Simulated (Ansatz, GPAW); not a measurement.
# A 6-layer slab of V(110): converging a work function

How do cutoff, mesh, smearing and the dipole layer change the work function of a 6-layer slab of V(110)?

Method: Ansatz plane waves; slab in vacuum with a dipole correction, relaxation, in the first sound run; inputs show where later runs differ, in GPAW 26.7.0 and Ansatz 0.2.0.

### Step 1. The structure

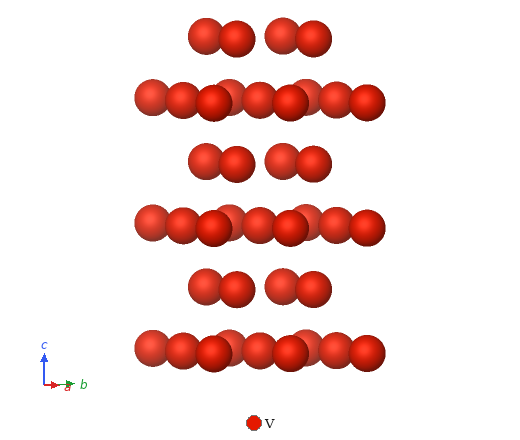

The cell as given, from the side, with the c axis up (vanadium red). 2×2×1 cells are drawn. Some periodic images of atoms are drawn too.

The cell holds 6 atoms: 6 V. Cell: a = 2.615 Å, b = 2.615 Å, c = 28.677 Å, α = 90.0°, β = 90.0°, γ = 70.5°. Vacuum lies along c.

### Step 2. Relaxing the atoms

The atoms are relaxed first, since the surface dipole, and with it the work function, follows the positions of the outer layers. The lowest 3 atoms are held at bulk positions and keep their forces.

Input file input.yaml:

```yaml
crystal:
  lattice:
    - [2.1354624792, -1.51, 0.0]
    - [2.1354624792, 1.51, 0.0]
    - [0.0, 0.0, 28.6773123959]
  atoms:
    - { symbol: V, position: [0.0, 0.0, 0.3138369411] }
    - { symbol: V, position: [0.5, 0.5, 0.3883021646] }
    - { symbol: V, position: [0.0, 0.0, 0.4627673882] }
    - { symbol: V, position: [0.5, 0.5, 0.5372326118] }
    - { symbol: V, position: [0.0, 0.0, 0.6116978354] }
    - { symbol: V, position: [0.5, 0.5, 0.6861630589] }
kpoints:
  mp_grid: { grid: [13, 13, 1] }
hamiltonian:
  xc: pbe
scf:
  occupations: { method: fermi_dirac, width: 0.1 }
efield:
  axis: 3
  dipole_correction: true
  ramp_width: 0.05
relax:
  f_tol: 0.02
  max_steps: 60
  constraints: [{ sites: [0, 1, 2] }]
output:
  write_potential: true
  write_density: true
  volumetric_format: npy
```

Run with:

```sh
> ansatz run input.yaml --threads 4 --pin off --max-ram 8192MiB --backend cpu --events-out ev --progress --plain --runs-dir out
```

Numbers of over 12 decimals in the logs are rounded to 6 here.

Log:

```text
Engine: ansatz 0.2.0, x86_64-unknown-linux-gnu
Pseudopotentials: kind: paw
Pseudopotential: V, paw, valence charge 13, recommended cutoff 420 eV (normal), V.paw.azcp
Functional definition: PBE
  parameter kappa = 0.804
  parameter beta = 0.066725
  exchange = pbe_x(kappa = kappa, mu = beta*pi^2/3)
  correlation = pbe_c(beta = beta)
Crystal: 6 atoms, lattice volume = 184.943 Å³
Basis set: ecut = 420 eV, 3557 PW (Γ), exchange–correlation on 36×36×384 points (8 copies of the dense FFT grid, shifted against one another)
Bands: 47, of which v1, the nominal top of the filled ones, is band 39 counted from 1 (38 counted from 0)
Symmetry: 4 space group operations
k-points: 49 of 169
Non-local potential: V, projectors of the file, l = 0: 3, l = 1: 2, l = 2: 3, l = 3: 1
PAW form: soft (Blöchl's): semilocal exchange-correlation on the pseudo side does not see the compensation charge
PAW one-centre angular grid: V, 590 points (default); XC on 64 Gauss nodes
Initial density: superposition of atomic densities (neutral atoms: chi_scale 0, normalization atom), corrected by the library's trained network
Initial wavefunctions: pseudopotential atomic-orbital guess
Functional: x = pbe(κ = 0.804, μ = 0.219515), c = pbe(β = 0.066725)
SCF iter   1: F=—  HF=-17472.654885 eV  |F-HF|=—  |Δ(HF+E_count)|=         —  Δρ=1.68e-2  dr2=6.75e0  ethr=1.77e-3  p=0.000 e·Å  D=4.02e-13 V/Å  ΔV_dip=-0.00 eV  dr2_dipole=8.14e-7  V_vac-E_F(+/−)=4.97/4.97 eV  ⟨swp⟩=8.5  Hψ=10054  notcnv=0
efield: sawtooth ramp at fractional position 0.9750 (placed from the atoms, in the widest stretch of the axis that holds none; the zero of the levels goes with the place), width 0.0500; the density the first Hamiltonian is built on has a dipole p = 0.000 e·Å; the dipole correction subtracts the counter field D = 4.02e-13 V/Å, which shifts the + side's vacuum level by -0.00 eV against the − side's; the planar-averaged density in the ramp window peaks in size at 3.0e-5 e/Å³
preconditioner: auto → LDOS  [metal: Δε(μ)=0.009 eV  Ē_g=2.748 eV  σ=0.100 eV  W_gap=0.02  n_scr=20 (ndim 8)  ℏωp=15.0 eV  f_vac=0.498  D(μ)=10.84/eV (n_scr^D=130)  β→1.0]
SCF iter   2: F=—  HF=-17472.579438 eV  |F-HF|=—  |Δ(HF+E_count)|=   7.54e-2  Δρ=3.06e-3  dr2=4.61e-2  ethr=1.77e-3  p=-0.000 e·Å  D=-3.73e-6 V/Å  ΔV_dip=0.00 eV  dr2_dipole=9.42e-8  V_vac-E_F(+/−)=4.75/4.75 eV  ⟨swp⟩=2.5  Hψ=2918  notcnv=0
SCF iter   3: F=—  HF=-17472.578687 eV  |F-HF|=—  |Δ(HF+E_count)|=   7.51e-4  Δρ=1.75e-3  dr2=1.41e-2  ethr=5.91e-5  p=0.000 e·Å  D=1.22e-6 V/Å  ΔV_dip=-0.00 eV  dr2_dipole=9.56e-6  V_vac-E_F(+/−)=4.79/4.79 eV  ⟨swp⟩=2.9  Hψ=4500  notcnv=0
SCF iter   4: F=—  HF=-17472.576380 eV  |F-HF|=—  |Δ(HF+E_count)|=   2.31e-3  Δρ=2.57e-4  dr2=1.49e-4  ethr=1.80e-5  p=-0.000 e·Å  D=-5.80e-7 V/Å  ΔV_dip=0.00 eV  dr2_dipole=4.08e-6  V_vac-E_F(+/−)=4.77/4.77 eV  ⟨swp⟩=2.0  Hψ=3197  notcnv=0
SCF iter   5: F=—  HF=-17472.576310 eV  |F-HF|=—  |Δ(HF+E_count)|=   6.98e-5  Δρ=9.00e-5  dr2=2.69e-5  ethr=1.92e-7  p=0.000 e·Å  D=2.21e-6 V/Å  ΔV_dip=-0.00 eV  dr2_dipole=2.76e-7  V_vac-E_F(+/−)=4.77/4.77 eV  ⟨swp⟩=3.2  Hψ=4610  notcnv=0
SCF iter   6: F=-17472.576322 eV  HF=-17472.576324 eV  |F-HF|=2.04e-6  |Δ(HF+E_count)|=   1.38e-5  Δρ=5.06e-5  dr2=6.46e-6  ethr=1.28e-8  p=0.000 e·Å  D=3.26e-6 V/Å  ΔV_dip=-0.00 eV  dr2_dipole=1.46e-7  V_vac-E_F(+/−)=4.77/4.77 eV  ⟨swp⟩=13.3  Hψ=22646  notcnv=0
SCF 1 converged in 6 iterations: F = -17472.576322 eV  dr2 = 6.46e-6
  greatest PAW one-centre occupation: 1.000 electrons in one spin orbital (limit 2), on the V atom at site 3 (counted from 0), in its partial waves of l = 0
relax step   1: F+E_penalty+E_count = -17472.57632183 eV  Δ(F+E_penalty+E_count) = +0.000e0 eV  max|allowed force component| = 5.480e-1 eV/Å  Δτ_max = 0.0000 Å  (6 SCF iters, dr2 threshold 1.00e-5 eV, accepted)
Initial density: handed on by an earlier stage of this run
Initial wavefunctions: those handed on with the density
SCF iter   1: F=—  HF=-17472.749006 eV  |F-HF|=—  |Δ(HF+E_count)|=         —  Δρ=1.94e-2  dr2=6.24e0  ethr=3.10e-3  p=0.000 e·Å  D=2.89e-6 V/Å  ΔV_dip=-0.00 eV  dr2_dipole=4.92e-1  V_vac-E_F(+/−)=4.79/4.79 eV  ⟨swp⟩=4.2  Hψ=5598  notcnv=0
efield: sawtooth ramp at fractional position 0.9750 (handed on by an earlier solve), width 0.0500; the density the first Hamiltonian is built on has a dipole p = 0.000 e·Å; the dipole correction subtracts the counter field D = 2.89e-6 V/Å, which shifts the + side's vacuum level by -0.00 eV against the − side's; the planar-averaged density in the ramp window peaks in size at 5.1e-6 e/Å³
preconditioner: auto → LDOS  [metal: Δε(μ)=0.005 eV  Ē_g=2.796 eV  σ=0.100 eV  W_gap=0.01  n_scr=20 (ndim 8)  ℏωp=15.0 eV  f_vac=0.504  D(μ)=10.62/eV (n_scr^D=130)  β→1.0]
SCF iter   2: F=—  HF=-17472.650570 eV  |F-HF|=—  |Δ(HF+E_count)|=   9.84e-2  Δρ=6.68e-3  dr2=6.00e-1  ethr=3.10e-3  p=0.011 e·Å  D=1.04e-2 V/Å  ΔV_dip=-0.30 eV  dr2_dipole=1.15e-1  V_vac-E_F(+/−)=4.47/4.77 eV  ⟨swp⟩=2.2  Hψ=3133  notcnv=0
SCF iter   3: F=—  HF=-17472.636164 eV  |F-HF|=—  |Δ(HF+E_count)|=   1.44e-2  Δρ=3.14e-3  dr2=7.04e-2  ethr=7.69e-4  p=0.001 e·Å  D=1.19e-3 V/Å  ΔV_dip=-0.03 eV  dr2_dipole=1.79e-3  V_vac-E_F(+/−)=4.74/4.77 eV  ⟨swp⟩=2.9  Hψ=3572  notcnv=0
SCF iter   4: F=—  HF=-17472.625262 eV  |F-HF|=—  |Δ(HF+E_count)|=   1.09e-2  Δρ=8.71e-4  dr2=3.48e-3  ethr=9.02e-5  p=0.002 e·Å  D=2.44e-3 V/Å  ΔV_dip=-0.07 eV  dr2_dipole=5.21e-5  V_vac-E_F(+/−)=4.70/4.77 eV  ⟨swp⟩=2.7  Hψ=4218  notcnv=0
SCF iter   5: F=—  HF=-17472.625011 eV  |F-HF|=—  |Δ(HF+E_count)|=   2.51e-4  Δρ=2.40e-4  dr2=3.28e-4  ethr=4.46e-6  p=0.002 e·Å  D=2.42e-3 V/Å  ΔV_dip=-0.07 eV  dr2_dipole=3.16e-6  V_vac-E_F(+/−)=4.70/4.77 eV  ⟨swp⟩=2.1  Hψ=2957  notcnv=0
SCF iter   6: F=—  HF=-17472.625046 eV  |F-HF|=—  |Δ(HF+E_count)|=   3.48e-5  Δρ=7.65e-5  dr2=2.60e-5  ethr=4.20e-7  p=0.002 e·Å  D=1.99e-3 V/Å  ΔV_dip=-0.06 eV  dr2_dipole=3.19e-7  V_vac-E_F(+/−)=4.72/4.77 eV  ⟨swp⟩=2.0  Hψ=3044  notcnv=0
SCF iter   7: F=—  HF=-17472.625056 eV  |F-HF|=—  |Δ(HF+E_count)|=   9.69e-6  Δρ=6.48e-5  dr2=2.15e-5  ethr=2.41e-8  p=0.002 e·Å  D=1.66e-3 V/Å  ΔV_dip=-0.05 eV  dr2_dipole=3.80e-6  V_vac-E_F(+/−)=4.73/4.77 eV  ⟨swp⟩=13.2  Hψ=23005  notcnv=0
SCF iter   8: F=-17472.625055 eV  HF=-17472.625055 eV  |F-HF|=3.00e-7  |Δ(HF+E_count)|=   5.50e-7  Δρ=1.32e-5  dr2=1.20e-6  ethr=2.41e-8  p=0.002 e·Å  D=1.51e-3 V/Å  ΔV_dip=-0.04 eV  dr2_dipole=2.26e-7  V_vac-E_F(+/−)=4.73/4.77 eV  ⟨swp⟩=12.3  Hψ=20452  notcnv=0
SCF 2 converged in 8 iterations: F = -17472.625055 eV  dr2 = 1.20e-6
[...]
preconditioner: auto → LDOS  [metal: Δε(μ)=0.008 eV  Ē_g=2.800 eV  σ=0.100 eV  W_gap=0.02  n_scr=20 (ndim 8)  ℏωp=15.0 eV  f_vac=0.506  D(μ)=10.62/eV (n_scr^D=130)  β→1.0]
SCF iter   2: F=—  HF=-17472.648158 eV  |F-HF|=—  |Δ(HF+E_count)|=   1.45e-2  Δρ=4.29e-3  dr2=1.94e-1  ethr=1.41e-3  p=0.008 e·Å  D=7.61e-3 V/Å  ΔV_dip=-0.22 eV  dr2_dipole=1.72e-2  V_vac-E_F(+/−)=4.55/4.77 eV  ⟨swp⟩=2.5  Hψ=3147  notcnv=0
SCF iter   3: F=—  HF=-17472.634109 eV  |F-HF|=—  |Δ(HF+E_count)|=   1.40e-2  Δρ=1.17e-3  dr2=1.08e-2  ethr=2.48e-4  p=0.004 e·Å  D=3.72e-3 V/Å  ΔV_dip=-0.11 eV  dr2_dipole=4.45e-4  V_vac-E_F(+/−)=4.67/4.78 eV  ⟨swp⟩=2.0  Hψ=3437  notcnv=0
SCF iter   4: F=—  HF=-17472.632935 eV  |F-HF|=—  |Δ(HF+E_count)|=   1.17e-3  Δρ=3.69e-4  dr2=8.39e-4  ethr=1.39e-5  p=0.004 e·Å  D=3.70e-3 V/Å  ΔV_dip=-0.11 eV  dr2_dipole=2.07e-7  V_vac-E_F(+/−)=4.67/4.77 eV  ⟨swp⟩=3.2  Hψ=4185  notcnv=0
SCF iter   5: F=—  HF=-17472.632839 eV  |F-HF|=—  |Δ(HF+E_count)|=   9.61e-5  Δρ=1.34e-4  dr2=1.46e-4  ethr=1.08e-6  p=0.004 e·Å  D=3.53e-3 V/Å  ΔV_dip=-0.10 eV  dr2_dipole=1.67e-6  V_vac-E_F(+/−)=4.67/4.77 eV  ⟨swp⟩=2.3  Hψ=3163  notcnv=0
SCF iter   6: F=—  HF=-17472.632860 eV  |F-HF|=—  |Δ(HF+E_count)|=   2.13e-5  Δρ=4.52e-5  dr2=6.58e-6  ethr=1.87e-7  p=0.003 e·Å  D=3.26e-3 V/Å  ΔV_dip=-0.09 eV  dr2_dipole=1.60e-7  V_vac-E_F(+/−)=4.68/4.77 eV  ⟨swp⟩=2.1  Hψ=2872  notcnv=0
SCF iter   7: F=-17472.632864 eV  HF=-17472.632865 eV  |F-HF|=7.82e-7  |Δ(HF+E_count)|=   4.51e-6  Δρ=2.23e-5  dr2=1.78e-6  ethr=3.87e-9  p=0.003 e·Å  D=3.12e-3 V/Å  ΔV_dip=-0.09 eV  dr2_dipole=9.56e-8  V_vac-E_F(+/−)=4.68/4.77 eV  ⟨swp⟩=12.4  Hψ=21737  notcnv=0
SCF 3 converged in 7 iterations: F = -17472.632864 eV  dr2 = 1.78e-6
  Residual-converged pass: ⟨swp⟩=1.1  Hψ=2502  notcnv=0  max |occ|·‖R‖ = 7.1e-9 eV (tolerance 1.0e-8 eV)  dr2=1.78e-6  dr2_onsite=1.03e-7  max |Δocc| = 2.0e-11
relax step   3: F+E_penalty+E_count = -17472.63286415 eV  Δ(F+E_penalty+E_count) = -7.809e-3 eV  max|allowed force component| = 2.988e-2 eV/Å  Δτ_max = 0.0816 Å  (7 SCF iters, dr2 threshold 3.02e-6 eV, accepted)
SCF iter   1: F=—  HF=-17472.633410 eV  |F-HF|=—  |Δ(HF+E_count)|=         —  Δρ=1.09e-3  dr2=1.78e-2  ethr=7.67e-5  p=0.003 e·Å  D=3.12e-3 V/Å  ΔV_dip=-0.09 eV  dr2_dipole=2.13e-3  V_vac-E_F(+/−)=4.68/4.77 eV  ⟨swp⟩=1.7  Hψ=3234  notcnv=0
efield: sawtooth ramp at fractional position 0.9750 (handed on by an earlier solve), width 0.0500; the density the first Hamiltonian is built on has a dipole p = 0.003 e·Å; the dipole correction subtracts the counter field D = 3.12e-3 V/Å, which shifts the + side's vacuum level by -0.09 eV against the − side's; the planar-averaged density in the ramp window peaks in size at 2.8e-6 e/Å³
preconditioner: auto → LDOS  [metal: Δε(μ)=0.004 eV  Ē_g=2.785 eV  σ=0.100 eV  W_gap=0.01  n_scr=20 (ndim 8)  ℏωp=15.0 eV  f_vac=0.506  D(μ)=10.72/eV (n_scr^D=130)  β→1.0]
SCF iter   2: F=—  HF=-17472.633053 eV  |F-HF|=—  |Δ(HF+E_count)|=   3.57e-4  Δρ=2.54e-4  dr2=4.37e-4  ethr=2.28e-5  p=0.003 e·Å  D=2.66e-3 V/Å  ΔV_dip=-0.08 eV  dr2_dipole=4.49e-5  V_vac-E_F(+/−)=4.70/4.77 eV  ⟨swp⟩=1.1  Hψ=2701  notcnv=0
SCF iter   3: F=—  HF=-17472.633075 eV  |F-HF|=—  |Δ(HF+E_count)|=   2.15e-5  Δρ=1.72e-4  dr2=2.31e-4  ethr=5.60e-7  p=0.003 e·Å  D=3.06e-3 V/Å  ΔV_dip=-0.09 eV  dr2_dipole=5.99e-6  V_vac-E_F(+/−)=4.69/4.77 eV  ⟨swp⟩=3.0  Hψ=4361  notcnv=0
SCF iter   4: F=—  HF=-17472.633051 eV  |F-HF|=—  |Δ(HF+E_count)|=   2.42e-5  Δρ=4.52e-5  dr2=6.73e-6  ethr=2.96e-7  p=0.003 e·Å  D=2.90e-3 V/Å  ΔV_dip=-0.08 eV  dr2_dipole=4.04e-7  V_vac-E_F(+/−)=4.69/4.77 eV  ⟨swp⟩=2.0  Hψ=3224  notcnv=0
SCF iter   5: F=—  HF=-17472.633006 eV  |F-HF|=—  |Δ(HF+E_count)|=   4.42e-5  Δρ=1.29e-5  dr2=4.41e-7  ethr=8.63e-9  p=0.003 e·Å  D=2.92e-3 V/Å  ΔV_dip=-0.08 eV  dr2_dipole=1.23e-8  V_vac-E_F(+/−)=4.69/4.77 eV  ⟨swp⟩=2.7  Hψ=3600  notcnv=0
SCF iter   6: F=-17472.633007 eV  HF=-17472.633007 eV  |F-HF|=8.84e-8  |Δ(HF+E_count)|=   5.64e-7  Δρ=3.02e-6  dr2=2.05e-8  ethr=1.28e-10  p=0.003 e·Å  D=2.93e-3 V/Å  ΔV_dip=-0.08 eV  dr2_dipole=2.71e-9  V_vac-E_F(+/−)=4.69/4.77 eV  ⟨swp⟩=11.0  Hψ=17094  notcnv=0
SCF 4 converged in 6 iterations: F = -17472.633007 eV  dr2 = 2.05e-8
relax step   4: F+E_penalty+E_count = -17472.63300694 eV  Δ(F+E_penalty+E_count) = -1.428e-4 eV  max|allowed force component| = 1.947e-3 eV/Å  Δτ_max = 0.0050 Å  (6 SCF iters, accepted)
NSCF: frozen V_eff on 49 k-points
the band table was solved once a step of the walk had ended and its energy, with any forces and stress, was formed, with the checks that follow a solve (12258 applications of the Hamiltonian). They found nothing against the state; the energy, forces and stress were not computed again (output.eigenvalues in the input reference)
WARN: The output density's exchange-correlation potential varies sharply where the density is thin. Do not read a vacuum level from v_tot or v_xc, or from such a field of the output density. On a cell that repeats whose density bears no net charge and no dipole along the vacuum's axis use v_es (v_loc + v_h of the components); under efield.dipole_correction with no amplitude use v_es + v_field, which holds any externa [...]
SCF converged after 6 iterations
Free energy (F): -17472.633007 eV
Harris-Foulkes:  -17472.633007 eV  (|F-HF|=8.84e-8)
Internal energy: -17472.284833 eV  (E = F + TS)
E sigma→0 (E₀):  -17472.458920 eV
Entropy (-TS):   -0.348174 eV (-58.029 meV/atom)
Fermi energy:    4.730660 eV
Dipole field:    D = 0.003002 V/Å  (p = 0.003068 e·Å, saw-weighted, corrected)
Work function:   Φ+ = 4.6892 eV   Φ− = 4.7753 eV
Levels:          The Fermi level and band energies are counted from a zero that moves with the ramp; work functions are not
--- Per-component energies (eV) ---
  E_band       = -1791.354520
  E_kinetic    = 2013.168119
  E_local      = -136290.031179  (includes V_loc(G=0)·N_el)
  E_nonlocal   = -270.423667
  E_hartree    = 67465.969828
  E_xc         = -779.495708
  E_vxc        = -987.894505  (∫ρ·V_xc dr)
  E_paw        = -6677.324866  (= ΣΔE_a)
  E_vpaw       = -1188.112043  (= ΣTr[D̂ρ^β])
  E_aug_tail   = 0.001585  (compensation charges beyond the density's cutoff)
  E_efield     = 0.000005  (sawtooth field / dipole correction)
  E_vefield    = 0.015177  (∫n·V_field dr)
  E_ewald      = 57065.851050
  E_smearing   = -0.348174  (= −TS)
  E_closure    = -0.000000  (closes the sum)
  Σ components = -17472.633007   (vs F -17472.633007, Δ=0.00e0)
--- Forces (eV/Å), atoms counted from 1 ---
  atom   1  V      0.00000000     0.00000000     0.55082363
  atom   2  V      0.00000000     0.00000000    -0.37631905
  atom   3  V      0.00000000     0.00000000    -0.17378359
  atom   4  V      0.00000000     0.00000000    -0.00168596
  atom   5  V      0.00000000     0.00000000    -0.00101833
  atom   6  V      0.00000000     0.00000000     0.00194717
  max |Σ_I F_I| component: 3.61e-5 eV/Å
--- Band table (eV; the first three rows and the last of 49) ---
  k-point 0: bands = [... 35 lower, 4.4609, 4.8021, 4.9077, 5.0281, 5.0837, 5.0974, 5.1143, 5.5067, ... 4 higher]
  k-point 1: bands = [... 35 lower, 4.4711, 4.7692, 4.8168, 4.8655, 5.0169, 5.1536, 5.1887, 5.2985, ... 4 higher]
  k-point 2: bands = [... 35 lower, 4.4589, 4.4972, 4.5874, 4.7872, 4.7962, 4.8413, 5.1615, 5.4298, ... 4 higher]
  k-point 48: bands = [... 35 lower, 4.0336, 4.7400, 4.7833, 5.7011, 6.1622, 6.3730, 6.4692, 6.6251, ... 4 higher]
--- Relaxed structure (4 steps of the walk, 4 accepted, 0 SCFs on fresh bases) ---
  F+E_penalty+E_count = -17472.63300694 eV   max|allowed force component| = 1.947e-3 eV/Å
  atoms:
    - { symbol: V, position: [0.0, 0.0, 0.3138369411] }
    - { symbol: V, position: [0.5, 0.5, 0.3883021646] }
    - { symbol: V, position: [0.0, 0.0, 0.462767] }
    - { symbol: V, position: [0.5, 0.5, 0.535105] }
    - { symbol: V, position: [0.0, 0.0, 0.608812] }
    - { symbol: V, position: [0.5, 0.5, 0.677623] }
```

It took 29 s on 4 threads of Intel Xeon Platinum 8488C (Sapphire Rapids), shared host; peak memory 0.74 GiB.

This run has no spin polarisation, although V can carry a moment.

The steps of the relaxation:

```
step  energy less that of the first step (eV)  largest force component (eV/Å)
   1                                   0.0000                          0.5480
   2                                  -0.0487                          0.2198
   3                                  -0.0565                          0.0299
   4                                  -0.0567                          0.0019
```

The run keeps the 4 symmetry operations that it works with, so distortions that break them were not tested.

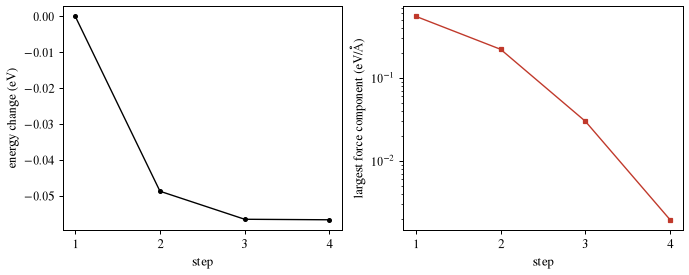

Energy and largest force along the relaxation.

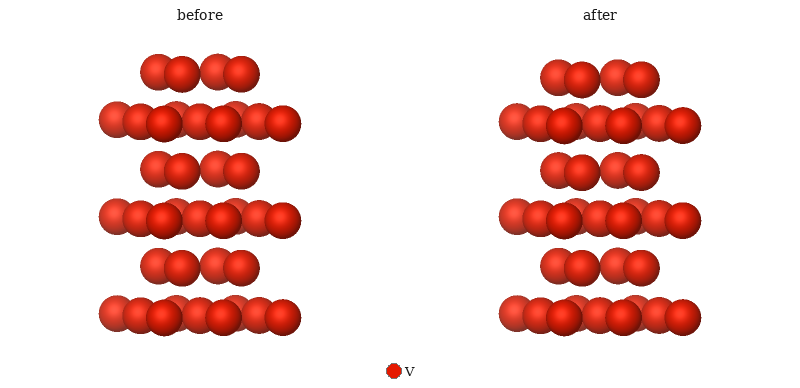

The structure before and after the relaxation, drawn at the same scale.

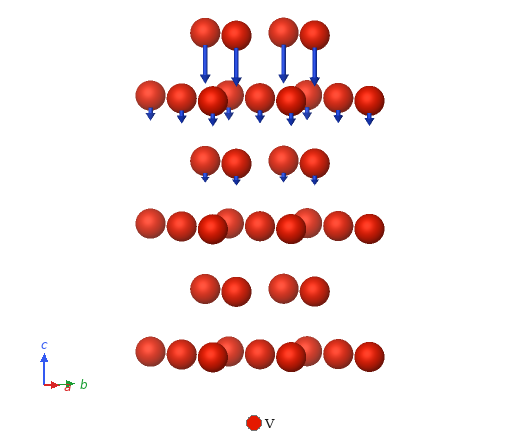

Displacements in the relaxation, exaggerated; the longest in the cell stands for 0.24 Å. 2×2×1 cells are drawn. Some periodic images of atoms are drawn too.

The atoms that moved most (Å):

```
atom     dx     dy      dz  length
  V6  0.000  0.000  -0.245   0.245
  V5  0.000  0.000  -0.083   0.083
  V4  0.000  0.000  -0.061   0.061
```

Final coordinates:

```xyz
6
Lattice="2.1355 -1.5100 0.0000 2.1355 1.5100 0.0000 0.0000 0.0000 28.6773" Properties=species:S:1:pos:R:3
V     0.0000    0.0000    9.0000
V     2.1355    0.0000   11.1355
V     0.0000    0.0000   13.2709
V     2.1355    0.0000   15.3454
V     0.0000    0.0000   17.4591
V     2.1355    0.0000   19.4324
```

Numbers from this step:

```
free energy             : -17472.6330 eV
smearing term TS        : 0.3482 eV
symmetry operations     : 4
upper work function     : 4.689 eV
lower work function     : 4.775 eV
dipole along the normal : 0.003068 e·Å
dipole field            : 0.003002 V/Å
vacuum level above      : 9.420 eV
vacuum level below      : 9.506 eV
```

[end of part 1 of 3]

[Logs are printed without paths, hosts, clocks, repeated set-up lines and the standing remarks that a program may print on its own settings, such as how far it seeks lower states.]

[Hosts, paths, dates, database ids (printed as entryN), source tags and the programs' standing remarks are cut or masked in the printed files.]
